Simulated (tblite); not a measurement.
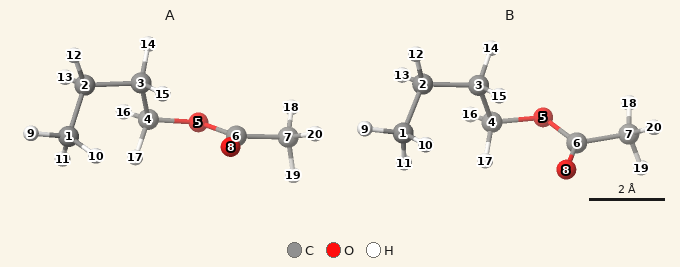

Two geometries of C$_{6}$H$_{12}$O$_{2}$, drawn at one scale. One is the start of a relaxation, the other its converged end. The picture is a ball-and-stick view, seen at a tilt.

All numbers below come from GFN2-xTB geometry optimisation, gas phase (tblite 0.8.0). 

> Which geometry has the lower energy?

Structure B is the relaxed one. The energy falls by 57.2 kJ/mol in 77 geometry steps. The largest move after the best rigid fit is that of O8, 0.71 Å. By element the largest moves are O 0.71 Å, H 0.50 Å, C 0.20 Å. Near-neighbour distances that change, for instance: C6–O8 1.248 → 1.203 Å, C4–H17 1.137 → 1.094 Å, C1–H9 1.128 → 1.087 Å, O5–C6 1.370 → 1.337 Å. Among the angles between lasting bonds that change: C2–C3–C4 105.1° → 112.7°, H16–C4–H17 103.2° → 110.2°, H14–C3–H15 113.8° → 108.1°. Groups turn about C4–O5 by about 25°, C6–C7 by about 20°. The run took 0.75 s on 1 thread of Arm Neoverse N1 (shared host).
